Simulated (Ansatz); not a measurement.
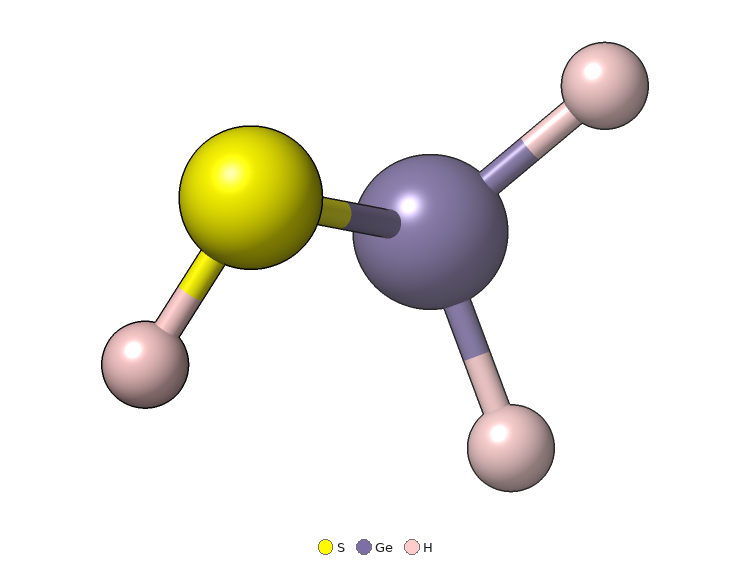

State: neutral, doublet. The geometry was computed by an optimisation with PBE-D4/def2-SVP. No frequency run is at hand to confirm it as a minimum.

Give the structural formula.

SMILES: [SH][GeH2]

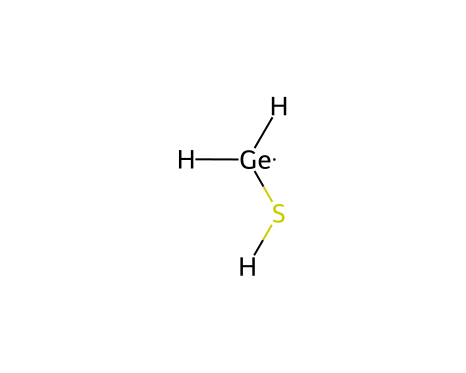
